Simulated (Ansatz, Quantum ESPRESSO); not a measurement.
# MgI2 (P-3m1): Raman and infrared activity, part 2 of 3

Wanted: vibrational spectra of MgI2 (P-3m1) from linear and non-linear response.

Quantum ESPRESSO 8.0 development, patched; DFT LDA, scalar-relativistic, plane waves, PseudoDojo norm-conserving pseudopotentials.

So far. Step 2 (A probe with smearing): A gap of 3.3 eV opens on this mesh, so the crystal is taken as an insulator; the start stands at -2.1 GPa. Step 4 (Self-consistent run for the response): The cell stands at -0.12 GPa, close enough for phonons. The relaxed cell has a = 4.076, c = 6.677 Å (conventional setting).

The database entry behind the starting cell has ideal inner coordinates that were not refined, so it need not match the best structure at ambient conditions.

## Step 5: Zone-centre response

At q = 0 one unit cell holds all displacements; symmetry groups them into irreducible representations that are solved one by one. The response to a field gives ε∞ and the Born charges, which polar modes need. Third-order response adds the Raman tensors.

ph.in

```
phonons
&INPUTPH
  prefix = 'x'
  outdir = './tmp'
  fildyn = 'g.dyn'
  tr2_ph = 1.0d-18
  epsil  = .true.
  lraman = .true.
  elop   = .true.
/
0.000000000 0.000000000 0.000000000
```

Run with:

```console
> OMP_NUM_THREADS=1 mpirun -n 8 ph.x -nk 8 -in ph.in > ph.out
```

Log:

```text
[banners, grids, parts of the stress and lines that vanish by symmetry left out]
[banner, memory and clock lines left out]
Program PHONON v.8.0dev

[...]
(   1q-points):
[...]
Exchange-correlation= PW
                           (   1   4   0   0   0   0   0)
[...]
kinetic-energy cut-off    =      76.0000  Ry
     charge density cut-off    =     304.0000  Ry
     convergence threshold     =      1.0E-18
[...]
Exchange-correlation= PW
                           (   1   4   0   0   0   0   0)
[...]
q = (   0.0000000   0.0000000   0.0000000 )
     13 Sym.Ops. (with q -> -q+G )
     G cutoff =  456.9278  (  57947 G-vectors)     FFT grid: ( 45, 45, 72)
     number of k points=    24
[...]
Mode symmetry, D_3d (-3m)  point group:
[...]
Dielectric constant
[...]
End of electric fields calculation
          Dielectric constant in cartesian axis
          (       4.845773352      -0.000000001       0.000000000 )
          (      -0.000000001       4.845773353       0.000000000 )
          (       0.000000000      -0.000000000       4.356755054 )
          Effective charges (d Force / dE) in cartesian axis without acoustic sum rule applied (asr)
           atom    1  Mg    Mean Z*:        2.20112
      Ex  (        2.47093        0.00000        0.00000 )
      Ey  (        0.00000        2.47093       -0.00000 )
      Ez  (        0.00000        0.00000        1.66151 )
           atom    2  I     Mean Z*:       -1.12069
      Ex  (       -1.26553        0.00000        0.00000 )
      Ey  (        0.00000       -1.26553        0.00000 )
      Ez  (        0.00000        0.00000       -0.83101 )
           atom    3  I     Mean Z*:       -1.12069
      Ex  (       -1.26553        0.00000        0.00000 )
      Ey  (        0.00000       -1.26553        0.00000 )
      Ez  (        0.00000        0.00000       -0.83101 )
          Effective charges Sum: Mean:       -0.04026
[...]
Effective charges (d Force / dE) in cartesian axis with asr applied:
           atom    1  Mg    Mean Z*:        2.21454
[...]
atom    2  I     Mean Z*:       -1.10727
[...]
atom    3  I     Mean Z*:       -1.10727
[...]
Dielectric constant from finite-differences
          (       4.845728146      -0.000000001       0.000000000 )
          (      -0.000000001       4.845728147       0.000000000 )
          (       0.000000000       0.000000000       4.356677271 )
[...]
(      -0.000000000      -0.000000000      -0.000000000 )
          (      -0.000000000      -0.000000000      -0.000000000 )
          (       0.000000000       0.000000000       0.000000000 )
          (       0.000000000       0.000000000      -0.000000000 )
          (       0.000000000       0.000000000       0.000000000 )
          (      -0.000000000      -0.000000000      -0.000000000 )
          (       0.000000000       0.000000000       0.000000000 )
          (       0.000000000       0.000000000      -0.000000000 )
[...]
(      -0.000000000      -0.061554326      -0.097250556 )
          (       0.000000000      -0.097250556       0.000000000 )
          (      -0.381847276       0.000000000       0.000000000 )
          (       0.000000000      -0.381847276       0.000000000 )
          (       0.000000000       0.000000000      -1.062991215 )
[...]
Representation #   1 mode #   1
[...]
End of self-consistent calculation
     Convergence has been achieved
     Representation #   2 modes #   2   3
[...]
End of self-consistent calculation
     Convergence has been achieved
     Representation #   3 mode #   4
[...]
End of self-consistent calculation
     Convergence has been achieved
     Representation #   4 mode #   5
[...]
End of self-consistent calculation
     Convergence has been achieved
     Representation #   5 modes #   6   7
[...]
End of self-consistent calculation
     Convergence has been achieved
     Representation #   6 modes #   8   9
[...]
End of self-consistent calculation
     Convergence has been achieved
[...]
Dielectric constant in cartesian axis
          (       4.845773352      -0.000000001       0.000000000 )
          (      -0.000000001       4.845773353       0.000000000 )
          (       0.000000000      -0.000000000       4.356755054 )
          Effective charges (d Force / dE) in cartesian axis without acoustic sum rule applied (asr)
           atom    1  Mg    Mean Z*:        2.20112
      Ex  (        2.47093        0.00000        0.00000 )
      Ey  (        0.00000        2.47093       -0.00000 )
      Ez  (        0.00000        0.00000        1.66151 )
           atom    2  I     Mean Z*:       -1.12069
      Ex  (       -1.26553        0.00000        0.00000 )
      Ey  (        0.00000       -1.26553        0.00000 )
      Ez  (        0.00000        0.00000       -0.83101 )
           atom    3  I     Mean Z*:       -1.12069
      Ex  (       -1.26553        0.00000        0.00000 )
      Ey  (        0.00000       -1.26553        0.00000 )
      Ez  (        0.00000        0.00000       -0.83101 )
          Effective charges Sum: Mean:       -0.04026
[...]
Effective charges (d Force / dE) in cartesian axis with asr applied:
           atom    1  Mg    Mean Z*:        2.21454
[...]
atom    2  I     Mean Z*:       -1.10727
[...]
atom    3  I     Mean Z*:       -1.10727
[...]
q = (    0.000000000   0.000000000   0.000000000 )
[...]
freq (    1) =       0.112869 [THz] =       3.764917 [cm-1]
     freq (    2) =       0.112869 [THz] =       3.764917 [cm-1]
     freq (    3) =       0.239050 [THz] =       7.973848 [cm-1]
     freq (    4) =       2.052075 [THz] =      68.449866 [cm-1]
     freq (    5) =       2.052075 [THz] =      68.449866 [cm-1]
     freq (    6) =       3.332055 [THz] =     111.145393 [cm-1]
     freq (    7) =       5.538392 [THz] =     184.740879 [cm-1]
     freq (    8) =       5.538392 [THz] =     184.740879 [cm-1]
     freq (    9) =       8.124681 [THz] =     271.010181 [cm-1]
[...]
Mode symmetry, D_3d (-3m)  point group:
     freq (   1-   2) =          3.8  [cm-1]   --> E_u  L_3'       I
     freq (   3-   3) =          8.0  [cm-1]   --> A_2u L_2'       I
     freq (   4-   5) =         68.4  [cm-1]   --> E_g  L_3        R
     freq (   6-   6) =        111.1  [cm-1]   --> A_1g L_1        R
     freq (   7-   8) =        184.7  [cm-1]   --> E_u  L_3'       I
     freq (   9-   9) =        271.0  [cm-1]   --> A_2u L_2'       I
```

Run time: 8.4 min. Hardware: 8 MPI ranks of Arm Neoverse V2, shared host.

Numbers from this step:

```yaml
miss_of_the_charge_sum_rule: 0.06013 e
largest_acoustic_frequency_at_the_zone_centre_before_the_sum_rule: 7.97 cm⁻¹
highest_optical_zone_centre_mode_no_lo_to_term: 271.0 cm⁻¹
lowest_optical_zone_centre_mode: 68.45 cm⁻¹
mean_high_frequency_dielectric_constant: 4.683
largest_born_charge_in_size_third_of_the_trace: 2.201 e
```

Born charge (rows field, columns displacement), before the sum rule (e), principal values of the symmetric part by kind of site:

| atom | atoms with these values | low | middle | high | mean |
| --- | --- | --- | --- | --- | --- |
| Mg1 | 1 | 1.66 | 2.47 | 2.47 | 2.20 |
| I2 | 2 | -1.27 | -1.27 | -0.83 | -1.12 |

In full for I2:

```
-1.27  0.00  0.00
 0.00 -1.27  0.00
 0.00  0.00 -0.83
```

High-frequency dielectric tensor:

```
4.85 0.00 0.00
0.00 4.85 0.00
0.00 0.00 4.36
```

The acoustic modes at Γ come out as far as 8.0 cm⁻¹ from zero, where they should vanish, a small numerical error; the Born charges miss their sum rule by 0.060 e, too much: mesh or cutoff is short for the field response.

## Step 6: Modes with the sum rule

A rigid shift of the crystal must cost nothing, but grids and finite bases break this; the acoustic sum rule is imposed before the matrix is diagonalised again. With Born charges the intensities follow, and the static dielectric tensor.

dynmat.in

```
&INPUT
  fildyn = 'g.dyn'
  asr    = 'crystal'
  fileig = 'dynmat.eig'
  lperm  = .true.
/
```

Run with:

```console
> dynmat.x -in dynmat.in > dynmat.out
```

Log:

```text
[banner, memory and clock lines left out]
Program DYNMAT v.8.0dev

     Reading Dynamical Matrix from file g.dyn
     ...Force constants read
     ...epsilon and Z* read
     ...Raman cross sections read
     Acoustic Sum Rule: || Z*(ASR) - Z*(orig)|| =    4.909456E-02
     Acoustic Sum Rule: ||dyn(ASR) - dyn(orig)||=    1.055511E-03
     A direction for q was not specified:TO-LO splitting will be absent

     Polarizability (A^3 units)
     multiply by 0.448916 for Clausius-Mossotti correction (not under assume_isolated = 'mt')
        29.405885   -0.000000    0.000000
        -0.000000   29.405885   -0.000000
         0.000000    0.000000   25.666711

     IR activities are in (D/A)^2/amu units
     Raman activities are in A^4/amu units
     multiply Raman by 0.040612 for Clausius-Mossotti correction (not under assume_isolated = 'mt')

# mode   [cm-1]    [THz]      IR          Raman   depol.fact
    1     -0.00   -0.0000    0.0000         0.0000    0.3564
    2     -0.00   -0.0000    0.0000         0.0000    0.1019
    3      0.00    0.0000    0.0000         0.0000    0.2585
    4     68.45    2.0521    0.0000         0.9153    0.7500
    5     68.45    2.0521    0.0000         0.9153    0.7500
    6    111.15    3.3321    0.0000        65.5834    0.0751
    7    184.55    5.5328    6.4540         0.0000    0.1683
    8    184.55    5.5328    6.4540         0.0000    0.1502
    9    270.43    8.1073    2.8720         0.0000    0.1386

Electronic dielectric permittivity tensor (relative, adimensional)
         4.845773   -0.000000    0.000000
        -0.000000    4.845773   -0.000000
         0.000000    0.000000    4.356755

 ... with zone-center polar mode contributions
         9.051805   -0.000000    0.000000
        -0.000000    9.051805    0.000000
         0.000000    0.000000    5.228449
```

Elapsed: 0.47 s, on 1 thread.

Read from the output:

* highest optical zone-centre mode (no LO-TO term): 270.4 cm⁻¹
* mean static dielectric constant: 7.777

Unit eigenvectors of the mass-weighted matrix after the sum rule; no LO-TO term. The modes at Γ (shares of kinetic energy by element, %):

| mode | frequency (cm⁻¹) | symmetry | Mg % | I % |
| --- | --- | --- | --- | --- |
| 1 | 0.0 | acoustic | 9 | 91 |
| 2 | 0.0 | acoustic | 9 | 91 |
| 3 | 0.0 | acoustic | 9 | 91 |
| 4 | 68.4 | Eg | 0 | 100 |
| 5 | 68.4 | Eg | 0 | 100 |
| 6 | 111.2 | A1g | 0 | 100 |
| 7 | 184.6 | Eu | 91 | 9 |
| 8 | 184.6 | Eu | 91 | 9 |
| 9 | 270.4 | A2u | 91 | 9 |

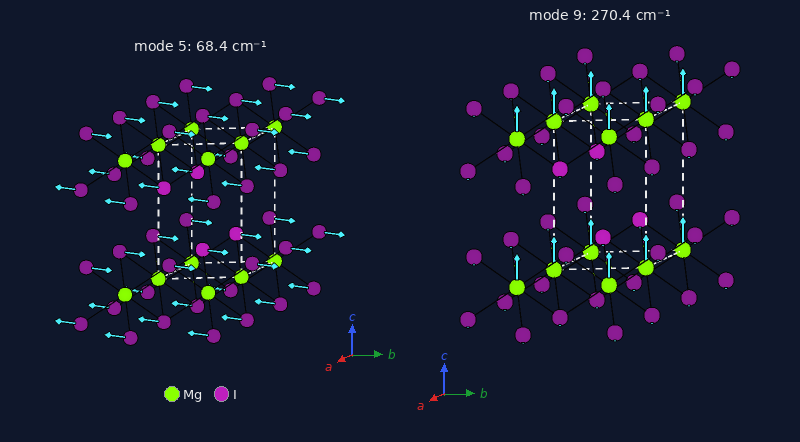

Displacement patterns of modes 5 and 9 at Γ; arrows are exaggerated. 2×1×1 cells are drawn. Some periodic images of atoms are drawn too.

Degenerate modes summed, no LO-TO term. Lines of the infrared spectrum (strongest = 100):

| position (cm⁻¹) | lines merged | label | IR intensity, relative |
| --- | --- | --- | --- |
| 68 | 2 | Eg | 0.0 |
| 111 | 1 | A1g | 0.0 |
| 185 | 2 | Eu | 100 |
| 270 | 1 | A2u | 22 |

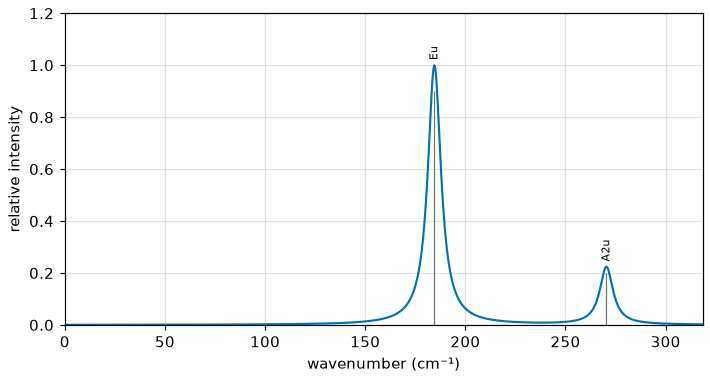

The infrared spectrum, broadened with Lorentzians of width 8 cm⁻¹; bars mark the lines.

Degenerate modes summed. Lines of the Raman spectrum (strongest = 100):

| position (cm⁻¹) | lines merged | label | Raman activity, relative |
| --- | --- | --- | --- |
| 68 | 2 | Eg | 2.8 |
| 111 | 1 | A1g | 100 |
| 185 | 2 | Eu | 0.0 |
| 270 | 1 | A2u | 0.0 |

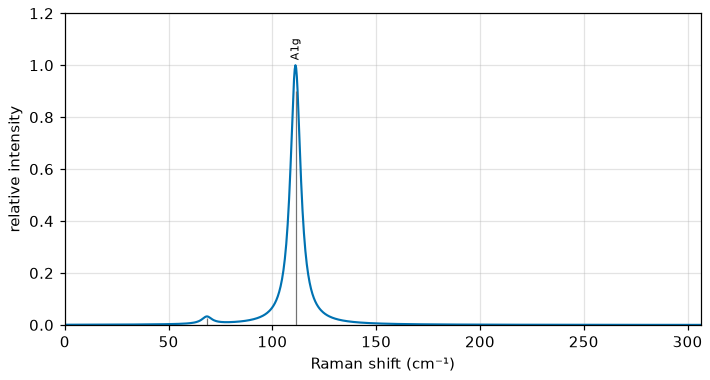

The Raman spectrum, broadened with Lorentzians of width 6 cm⁻¹; bars mark the lines.

Static dielectric tensor (ions relaxed, fixed cell):

```
9.05 0.00 0.00
0.00 9.05 0.00
0.00 0.00 5.23
```

The rule also moves an optical mode by 0.6 cm⁻¹.

## Step 7: Sum rules set otherwise (asr no)

Without the rule the raw error of the acoustic modes shows.

dynmat.in

```
&INPUT
  fildyn = 'g.dyn'
  asr    = 'no'
  fileig = 'dynmat.eig'
  lperm  = .true.
/
```

Run with:

```console
> dynmat.x -in dynmat.in > dynmat.out
```

Log:

```text
[banner, memory and clock lines left out]
Program DYNMAT v.8.0dev

     Reading Dynamical Matrix from file g.dyn
     ...Force constants read
     ...epsilon and Z* read
     ...Raman cross sections read
     A direction for q was not specified:TO-LO splitting will be absent

     Polarizability (A^3 units)
     multiply by 0.448916 for Clausius-Mossotti correction (not under assume_isolated = 'mt')
        29.405885   -0.000000    0.000000
        -0.000000   29.405885   -0.000000
         0.000000    0.000000   25.666711

     IR activities are in (D/A)^2/amu units
     Raman activities are in A^4/amu units
     multiply Raman by 0.040612 for Clausius-Mossotti correction (not under assume_isolated = 'mt')

# mode   [cm-1]    [THz]      IR          Raman   depol.fact
    1      3.77    0.1129    0.0004         0.0000    0.0896
    2      3.77    0.1129    0.0004         0.0000    0.2565
    3      7.97    0.2390    0.0000         0.0000    0.0893
    4     68.45    2.0521    0.0000         0.9153    0.7500
    5     68.45    2.0521    0.0000         0.9153    0.7500
    6    111.15    3.3321    0.0000        65.5834    0.0751
    7    184.74    5.5384    6.3774         0.0000    0.0906
    8    184.74    5.5384    6.3774         0.0000    0.0993
    9    271.01    8.1247    2.8715         0.0000    0.0990

Electronic dielectric permittivity tensor (relative, adimensional)
         4.845773   -0.000000    0.000000
        -0.000000    4.845773   -0.000000
         0.000000    0.000000    4.356755

 ... with zone-center polar mode contributions
         8.993526    0.000000   -0.000000
         0.000000    8.993526   -0.000000
        -0.000000   -0.000000    5.224591

)
 **************************************************************************
```

Elapsed: 0.47 s, on 1 thread.

This step gave:

| Property | Result |
| --- | --- |
| highest optical zone-centre mode (no LO-TO term) | 271.0 cm⁻¹ |
| mean static dielectric constant | 7.737 |

Zone-centre frequencies as printed; negative means imaginary. Modes:

| mode | frequency (cm⁻¹) |
| --- | --- |
| 1 | 3.77 |
| 2 | 3.77 |
| 3 | 7.97 |
| 4 | 68.45 |
| 5 | 68.45 |
| 6 | 111.2 |
| 7 | 184.7 |
| 8 | 184.7 |
| 9 | 271 |

Against the first rule no mode moves by more than 8.0 cm⁻¹.

## Step 8: Sum rules set otherwise: a sum rule for molecules or wires on a crystal

This rule also removes rotations, which suits molecules and not a crystal; it is tried to see the harm.

dynmat.in

```
&INPUT
  fildyn = 'g.dyn'
  asr    = 'zero-dim'
  fileig = 'dynmat.eig'
  lperm  = .true.
/
```

Run with:

```console
> dynmat.x -in dynmat.in > dynmat.out
```

Log:

```text
[banner, memory and clock lines left out]
Program DYNMAT v.8.0dev

     Reading Dynamical Matrix from file g.dyn
     ...Force constants read
     ...epsilon and Z* read
     ...Raman cross sections read
     Warning: this looks like a crystal, not a molecule in a box: use asr = 'crystal'
     Acoustic Sum Rule: || Z*(ASR) - Z*(orig)|| =    4.251950E-01
     Acoustic Sum Rule: ||dyn(ASR) - dyn(orig)||=    1.623273E-01
     Message from routine dynmat:
     WARNING: the charges keep any dipole. Ignore the strengths of the modes set to zero; with q typed a rigid rotation may get a frequency
     A direction for q was not specified:TO-LO splitting will be absent

     Polarizability (A^3 units)
     multiply by 0.448916 for Clausius-Mossotti correction (not under assume_isolated = 'mt')
        29.405885   -0.000000    0.000000
        -0.000000   29.405885   -0.000000
         0.000000    0.000000   25.666711

     IR activities are in (D/A)^2/amu units
     Raman activities are in A^4/amu units
     multiply Raman by 0.040612 for Clausius-Mossotti correction (not under assume_isolated = 'mt')

# mode   [cm-1]    [THz]      IR          Raman   depol.fact
    1     -0.00   -0.0000    1.3175        14.5649    0.0874
    2     -0.00   -0.0000    0.1578         1.7475    0.0869
    3     -0.00   -0.0000    0.0077         0.7227    0.0922
    4      0.00    0.0000    0.3017         1.4889    0.1115
    5      0.00    0.0000    0.7104         1.6858    0.2445
    6      0.00    0.0000    4.7145         0.2683    0.2900
    7     94.30    2.8270    0.4968        33.6861    0.0797
    8    133.42    3.9999    4.2473        13.1974    0.0785
    9    251.32    7.5344    3.6873         0.0524    0.0942

Electronic dielectric permittivity tensor (relative, adimensional)
         4.845773   -0.000000    0.000000
        -0.000000    4.845773   -0.000000
         0.000000    0.000000    4.356755

 ... with zone-center polar mode contributions
         6.100993   -2.109336    0.834010
        -2.109336   10.457575   -0.480157
         0.834010   -0.480157    5.321557
```

Elapsed: 0.46 s, on 1 thread.

The run ended normally, but on settings that are not sound.

The fault: a sum rule for molecules or wires on a crystal; 3 optical modes are projected out to zero frequency, as if they were rotations, and the static dielectric tensor is spoilt.

For a crystal the rule has to be 'simple' or 'crystal'.

Zone-centre frequencies as printed; negative means imaginary. Modes:

| mode | frequency (cm⁻¹) |
| --- | --- |
| 1 | 0 |
| 2 | 0 |
| 3 | 0 |
| 4 | 0 |
| 5 | 0 |
| 6 | 0 |
| 7 | 94.3 |
| 8 | 133.4 |
| 9 | 251.3 |

## Step 9: Modes along a direction of q (1 0 0)

A longitudinal polar mode sets up a macroscopic field that stiffens it; the term hangs on the direction from which q goes to zero.

dynmat.in

```
&INPUT
  fildyn = 'g.dyn'
  asr    = 'crystal'
  fileig = 'dynmat.eig'
  q(1)   = 1.0
  q(2)   = 0.0
  q(3)   = 0.0
/
```

Run with:

```console
> dynmat.x -in dynmat.in > dynmat.out
```

Log:

```text
[banner, memory and clock lines left out]
Program DYNMAT v.8.0dev

     Reading Dynamical Matrix from file g.dyn
     ...Force constants read
     ...epsilon and Z* read
     ...Raman cross sections read
     Acoustic Sum Rule: || Z*(ASR) - Z*(orig)|| =    4.909456E-02
     Acoustic Sum Rule: ||dyn(ASR) - dyn(orig)||=    1.055511E-03

     Polarizability (A^3 units)
     multiply by 0.448916 for Clausius-Mossotti correction (not under assume_isolated = 'mt')
        29.405885   -0.000000    0.000000
        -0.000000   29.405885   -0.000000
         0.000000    0.000000   25.666711

     IR activities are in (D/A)^2/amu units
     Raman activities are in A^4/amu units
     multiply Raman by 0.040612 for Clausius-Mossotti correction (not under assume_isolated = 'mt')

# mode   [cm-1]    [THz]      IR          Raman   depol.fact
    1     -0.00   -0.0000    0.0000         0.0000    0.0488
    2      0.00    0.0000    0.0000         0.0000    0.2847
    3      0.00    0.0000    0.0000         0.0000    0.4330
    4     68.45    2.0521    0.0000         0.9153    0.7500
    5     68.45    2.0521    0.0000         0.9153    0.7500
    6    111.15    3.3321    0.0000        65.5834    0.0751
    7    184.55    5.5328    6.4540         0.0000    0.6917
    8    252.24    7.5619    6.4540         0.0000    0.7265
    9    270.43    8.1073    2.8720         0.0000    0.3418

[end of the log left out, with the tail of the file of modes that dynmat.x writes under the same name]
```

The job ended after 0.46 s (1 thread).

Numbers from this step:

```
highest mode moved by the LO-TO term : 252.2 cm⁻¹
```

Zone-centre frequencies as printed; negative means imaginary. Modes:

| mode | frequency (cm⁻¹) |
| --- | --- |
| 1 | 0 |
| 2 | 0 |
| 3 | 0 |
| 4 | 68.45 |
| 5 | 68.45 |
| 6 | 111.2 |
| 7 | 184.6 |
| 8 | 252.2 |
| 9 | 270.4 |

The field moves one mode, from 185 to 252 cm⁻¹; the others stay.

## Step 10: The LO-TO splitting (0 0 1)

dynmat.in

```
&INPUT
  fildyn = 'g.dyn'
  asr    = 'crystal'
  fileig = 'dynmat.eig'
  q(1)   = 0.0
  q(2)   = 0.0
  q(3)   = 1.0
/
```

Run with:

```console
> dynmat.x -in dynmat.in > dynmat.out
```

Log:

```text
[banner, memory and clock lines left out]
Program DYNMAT v.8.0dev

     Reading Dynamical Matrix from file g.dyn
     ...Force constants read
     ...epsilon and Z* read
     ...Raman cross sections read
     Acoustic Sum Rule: || Z*(ASR) - Z*(orig)|| =    4.909456E-02
     Acoustic Sum Rule: ||dyn(ASR) - dyn(orig)||=    1.055511E-03

     Polarizability (A^3 units)
     multiply by 0.448916 for Clausius-Mossotti correction (not under assume_isolated = 'mt')
        29.405885   -0.000000    0.000000
        -0.000000   29.405885   -0.000000
         0.000000    0.000000   25.666711

     IR activities are in (D/A)^2/amu units
     Raman activities are in A^4/amu units
     multiply Raman by 0.040612 for Clausius-Mossotti correction (not under assume_isolated = 'mt')

# mode   [cm-1]    [THz]      IR          Raman   depol.fact
    1     -0.00   -0.0000    0.0000         0.0000    0.3760
    2      0.00    0.0000    0.0000         0.0000    0.1505
    3      0.00    0.0000    0.0000         0.0000    0.2909
    4     68.45    2.0521    0.0000         0.9153    0.7500
    5     68.45    2.0521    0.0000         0.9153    0.7500
    6    111.15    3.3321    0.0000        65.5834    0.0751
    7    184.55    5.5328    6.4540         0.0000    0.0836
    8    184.55    5.5328    6.4540         0.0000    0.1356
    9    296.25    8.8814    2.8720         0.0000    0.2038

[end of the log left out, with the tail of the file of modes that dynmat.x writes under the same name]
```

Elapsed: 0.46 s, on 1 thread.

Numbers from this step:

```
highest mode moved by the LO-TO term : 296.2 cm⁻¹
```

Zone-centre frequencies as printed; negative means imaginary. Modes:

| mode | frequency (cm⁻¹) |
| --- | --- |
| 1 | 0 |
| 2 | 0 |
| 3 | 0 |
| 4 | 68.45 |
| 5 | 68.45 |
| 6 | 111.2 |
| 7 | 184.6 |
| 8 | 184.6 |
| 9 | 296.2 |

The field moves one mode, from 270 to 296 cm⁻¹; the others stay.

[end of part 2 of 3]

[Host names and launcher messages were left out of these logs when they were recorded.]

[Logs are printed without paths, hosts, clocks, repeated set-up lines and the standing remarks that a program may print on its own settings, such as how far it seeks lower states.]

[Hosts, paths, dates, database ids (printed as entryN), source tags and the programs' standing remarks are cut or masked in the printed files.]
